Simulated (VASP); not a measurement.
Energy against volume of HfN (rock salt). Computed with vdW-DF-cx, VASP's PBE PAW potentials (set 64) (plane waves; VASP).

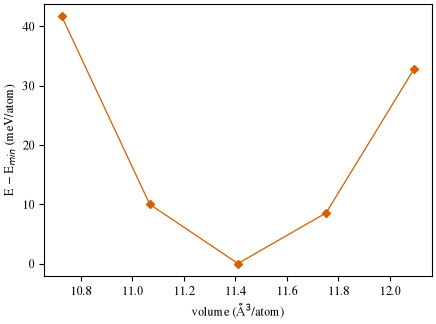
Fig. 1. Energy against volume

Question: Estimate the equilibrium volume and the bulk modulus.

Answer: The minimum lies near 11.4 Å³/atom, and the curvature gives B0 of about 290 GPa.

Measured: a 4.524 Å (computed value off by -0.5 %), as given by Seo, Lee, Wen, Petrov, Greene, Gall, J. Appl. Phys. 96, 878 (2004). The calculation is for a static lattice, while the measured a holds thermal and zero-point effects, which are part of the difference.

The compound is HfN in the rock salt structure. It was relaxed first.
